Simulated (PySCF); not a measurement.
Run report: C₆H₈OSi, NMR shielding calculation

The run: NMR shielding calculation of C₆H₈OSi, SMILES [SiH3]Oc1ccccc1. Method and program: GIAO PBE0/pcSseg-1 NMR shielding, non-relativistic, gas phase (PySCF 2.14.0).

The geometry comes from this level: GFN2-xTB, NEB image 0 of 0 to 8. It belongs to a series of runs on one base structure; here: NEB image 0 of 0 to 8. Figures and captions count atoms from 1; the log counts them from 0 in places.

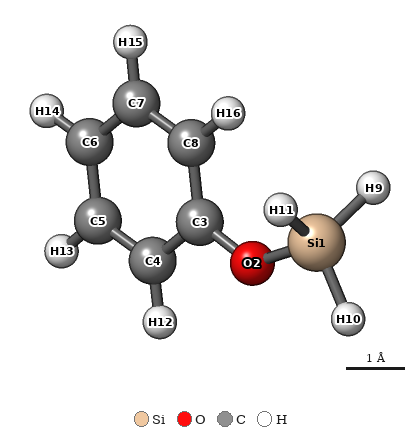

*The input geometry (ball-and-stick view, seen at a tilt; atoms are numbered from 1 in the order of the input).*

Bond lengths as drawn: C–C 1.38 to 1.39 Å, C–H 1.08 Å, C–O 1.35 Å, H–Si 1.45 to 1.47 Å and O–Si 1.62 Å.

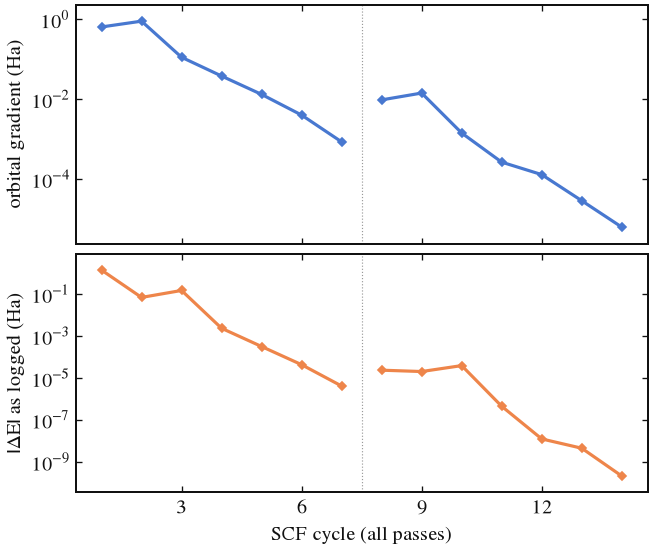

*Convergence of the self-consistent field: orbital gradient and size of the energy change against the SCF cycle. The dotted line marks the change from a coarse to the final integration grid.*

The first 7 cycles use a coarse grid, the final grid takes over at cycle 8, and the field converges after 14 cycles in all.

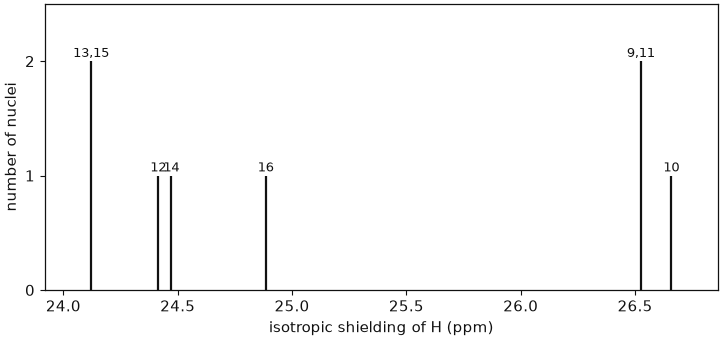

*Isotropic shieldings of the hydrogen nuclei in this fixed geometry, labelled by atom number; shielding grows to the right, so chemical shift grows to the left.*

The least shielded is H13 (24.1 ppm), the most shielded H10 (26.7 ppm).

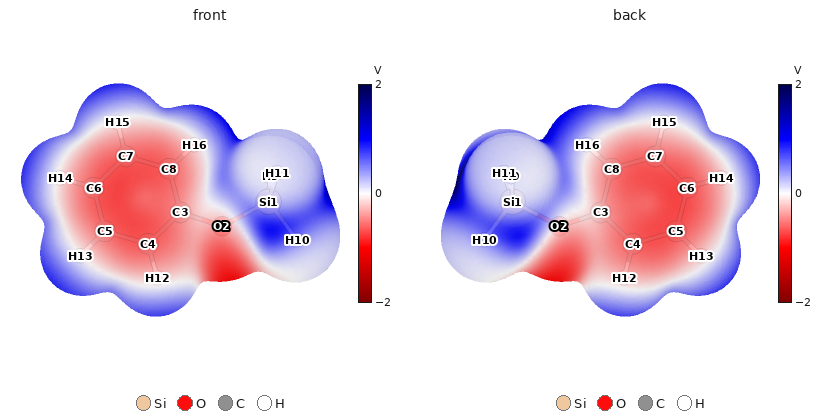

*The molecular electrostatic potential painted on the density surface at 0.002 e/bohr³, seen face on and from behind; the colour scale runs from red (negative) to blue (positive).*

Its dipole moment is 0.74 D.

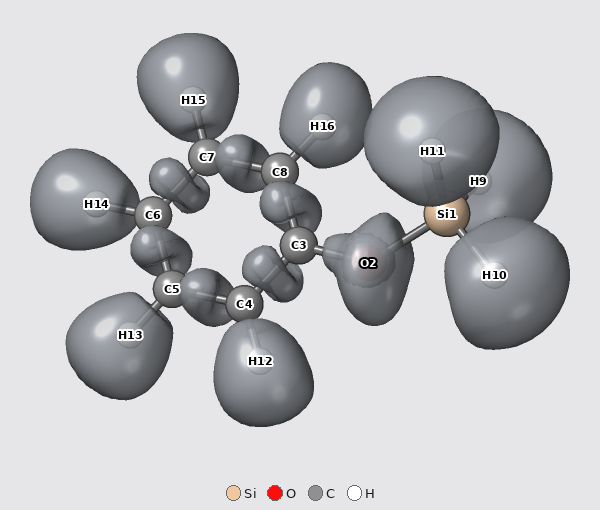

*Isosurface of the electron localisation function at 0.75 (grey), seen at a tilt. Core shells and regions of very low density are left out.*

Along the contacts the grid gives the following. C–C (1.38 Å): the ELF peaks at about 0.95 between the atoms (a shared electron pair).

These pictures come from the run below.

### Input file
```
{"job": {"kind": "nmr", "xc": "PBE0", "basis": "pcSseg-1", "pop": false}, "charge": 0, "multiplicity": 1}
Si     2.952600    -0.073300    -0.001600
O      1.509400    -0.797900    -0.182500
C      0.229900    -0.382300    -0.090300
C     -0.778800    -1.317900    -0.305500
C     -2.104600    -0.937800    -0.221500
C     -2.439600     0.373000     0.074800
C     -1.437500     1.303900     0.287500
C     -0.107900     0.932100     0.207300
H      3.125800     1.009400    -0.973000
H      3.813000    -1.215800    -0.259000
H      3.100700     0.474100     1.349200
H     -0.503500    -2.335500    -0.536600
H     -2.880600    -1.670000    -0.388500
H     -3.476200     0.666700     0.139700
H     -1.690400     2.328700     0.516600
H      0.680200     1.651500     0.372000
```

The first line tells a small driver script what to run in PySCF; the rest is the geometry in Å.

Launched with:
```bash
OMP_NUM_THREADS=1 python <driver script> task.json out
```

### What the program printed
```
coarse grid: 14192 points
cycle   1  E = -597.5180037901  dE =  1.389e+00  |g| = 6.455e-01  |ddm| = 3.918e+00
cycle   2  E = -597.4491014423  dE =  6.890e-02  |g| = 9.013e-01  |ddm| = 1.393e+00
cycle   3  E = -597.5972225433  dE = -1.481e-01  |g| = 1.123e-01  |ddm| = 8.648e-01
cycle   4  E = -597.5995519461  dE = -2.329e-03  |g| = 3.801e-02  |ddm| = 1.208e-01
cycle   5  E = -597.5998660515  dE = -3.141e-04  |g| = 1.317e-02  |ddm| = 4.452e-02
cycle   6  E = -597.5999087583  dE = -4.271e-05  |g| = 3.994e-03  |ddm| = 1.622e-02
cycle   7  E = -597.5999128593  dE = -4.101e-06  |g| = 8.509e-04  |ddm| = 4.312e-03
final grid: 133360 points
cycle   8  E = -597.6566348778  dE = -2.336e-05  |g| = 9.600e-03  |ddm| = 4.006e-02
cycle   9  E = -597.6566147232  dE =  2.015e-05  |g| = 1.423e-02  |ddm| = 1.902e-02
cycle  10  E = -597.6566533945  dE = -3.867e-05  |g| = 1.419e-03  |ddm| = 1.184e-02
cycle  11  E = -597.6566538384  dE = -4.439e-07  |g| = 2.642e-04  |ddm| = 1.631e-03
cycle  12  E = -597.6566538507  dE = -1.231e-08  |g| = 1.287e-04  |ddm| = 3.318e-04
cycle  13  E = -597.6566538551  dE = -4.439e-09  |g| = 2.854e-05  |ddm| = 1.450e-04
cycle  14  E = -597.6566538554  dE = -2.096e-10  |g| = 6.220e-06  |ddm| = 3.500e-05
converged SCF energy = -597.6566538554

GIAO shielding tensors (ppm)
atom      isotropic    diamagn.    paramagn.     s11        s22        s33       span
  0 Si     393.690     879.865    -486.175    354.805    360.595    465.672    110.867
  1 O      243.443     398.242    -154.799    162.203    255.086    313.041    150.837
  2 C       24.590     251.997    -227.407    -70.527     26.355    117.943    188.470
  3 C       61.288     252.899    -191.610    -29.010     49.075    163.800    192.811
  4 C       51.205     253.637    -202.432    -59.600     37.532    175.682    235.282
  5 C       60.610     253.877    -193.266    -46.836     48.500    180.167    227.003
  6 C       52.421     253.112    -200.690    -57.266     38.466    176.063    233.329
  7 C       68.323     258.496    -190.173    -21.006     57.514    168.462    189.469
  8 H       26.525      29.385      -2.861     23.560     24.717     31.296      7.736
  9 H       26.659      28.819      -2.160     22.494     25.577     31.905      9.411
 10 H       26.526      29.390      -2.864     23.574     24.717     31.288      7.714
 11 H       24.415      31.721      -7.306     20.590     24.245     28.411      7.820
 12 H       24.098      29.814      -5.716     20.760     24.629     26.905      6.145
 13 H       24.472      29.739      -5.266     21.234     25.312     26.871      5.637
 14 H       24.145      30.597      -6.452     20.739     24.541     27.155      6.416
 15 H       24.885      34.040      -9.156     20.887     24.580     29.187      8.300
```

### Key numbers

```json
{"quantity": "outcome", "value": "converged"}
{"quantity": "total energy", "value": "−597.656654 hartree"}
{"quantity": "HOMO", "value": "−6.71 eV"}
{"quantity": "LUMO", "value": "−0.24 eV"}
{"quantity": "dipole moment", "value": "0.74 D"}
{"quantity": "isotropic shielding, Si", "value": "393.7 ppm"}
{"quantity": "isotropic shielding, O", "value": "243.4 ppm"}
{"quantity": "isotropic shielding, C", "value": "24.6 to 68.3 ppm"}
{"quantity": "isotropic shielding, H", "value": "24.1 to 26.7 ppm"}
{"quantity": "hardware", "value": "1 CPU thread, shared host"}
{"quantity": "wall time", "value": "51 s"}
{"quantity": "peak memory", "value": "0.83 GiB"}
```
